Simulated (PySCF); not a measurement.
## A study: Br2GeH2

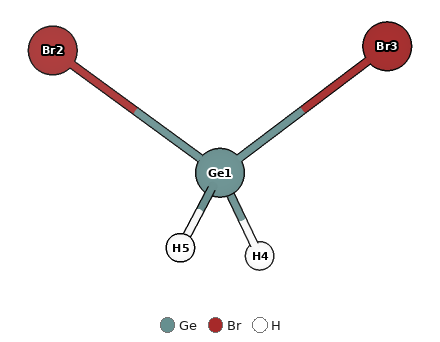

The molecule, with its atoms numbered as below. No frequency check shows the geometry to be a minimum.

Coordinates in Å:

```
Ge1     -0.0000    0.8657    0.0000
Br2      1.8649   -0.4442    0.0000
Br3     -1.8649   -0.4443    0.0000
H4       0.0001    1.6982   -1.2636
H5      -0.0001    1.6982    1.2636
```

### 1. Bonding charge

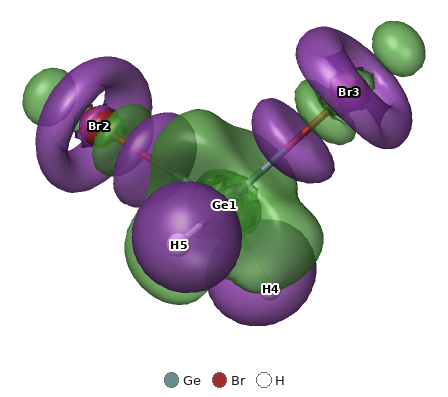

Deformation density (molecule less spherical, spin-averaged free atoms at the same positions), surfaces at ±0.04 e/Å³; purple: gain, green: loss.

Computed with PySCF, r2SCAN/def2-TZVP, geometry: GFN2-xTB.

Q: How much density has each bond gained at its critical point, relative to the free atoms?

A: Ge1–H4 and Ge1–H5: +0.28 e/Å³ at the bond critical point (bond length 1.51 Å, Mayer order 0.9). Ge1–Br3 and Ge1–Br2: +0.09 e/Å³ at the bond critical point (bond length 2.28 Å, Mayer order 1.0). In all, 1.1 electrons gather in the regions of gain relative to the promolecule. A small or negative value marks a very polar bond, one between electron-rich atoms, whose free-atom densities already overlap strongly, a long bond to a heavier atom, or a closed-shell contact such as a hydrogen bond.

Q: Where do the Hirshfeld charges lie?

A: The highest Hirshfeld charge is on Ge1 (+0.33 e), the lowest on Br2 and Br3 (−0.12 e).

```tsv
atom	charge (e)
Ge1	+0.33
Br2	−0.12
Br3	−0.12
H4	−0.04
H5	−0.04
```

### 2. Bond critical points

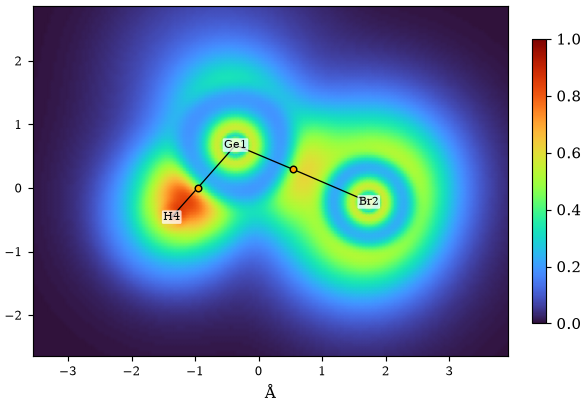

Localised orbital locator (LOL) in the plane of Ge1, Br2 and H4, with bond paths and bond critical points (dots).

Q: Rank the bonds in the plane by LOL at their critical points.

A: Ge1–H4: about 0.54; Ge1–Br2: about 0.49. Values above 0.5 mark slow, localised electrons, as in shared pairs; low values at a critical point mark a polar or closed-shell contact whose critical point lies between the shells.

Q: Where along Ge1–H4 does the critical point lie?

A: 0.90 Å from Ge1 and 0.61 Å from H4.

### 3. Local ionisation energy

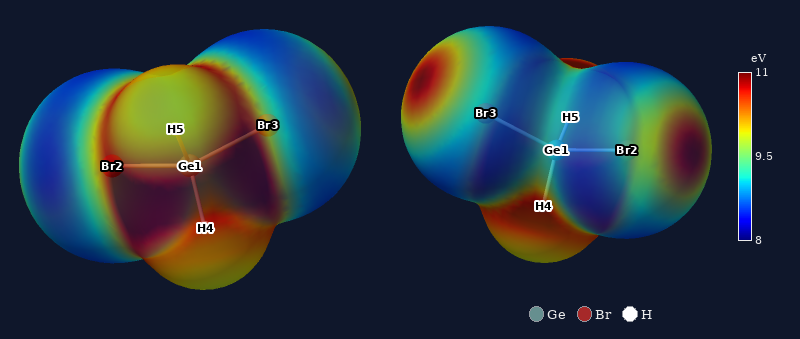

Average local ionisation energy on the surface of electron density 0.001 a.u. (back view left, front view right).

Q: Where are the most loosely bound electrons on this surface?

A: The lowest value is 8.5 eV, 2.2 Å from Br3, and at like points elsewhere. For comparison, the highest occupied orbital lies at −7.6 eV.

The PySCF run shown took 39 s on 1 thread of Arm Neoverse V1, with other jobs on the host.
